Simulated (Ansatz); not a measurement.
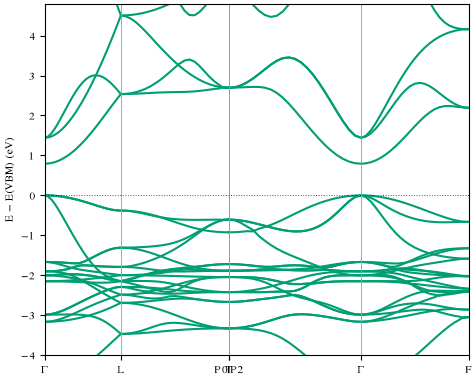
Figure. Band structure from the program Ansatz at the r²SCAN level (PAW)

Read off the gap and where the band edges lie.

About 0.8 eV (0.79 eV by a search for the band edges); maximum at Γ, minimum at Γ.

Which of these materials gives this?
A) SrTiO3, cubic perovskite
B) Cu2O, Pn-3m (Cu on 4b, O on 2a)
C) SiRu, P2_13 (Si on 4a, Ru on 4a)
D) ZnO, Pm-3n (Zn on 6c, O on 6d)

B, Cu2O, Pn-3m (Cu on 4b, O on 2a)

The cell was relaxed with r²SCAN under the symmetry of its start. The workflow began spin-polarised and lost its moments. No Hubbard U is applied. Point labels and valley counts follow the cell and symmetry of the run, lower than the named group.

Potentials: the earlier of the program's two PAW sets.
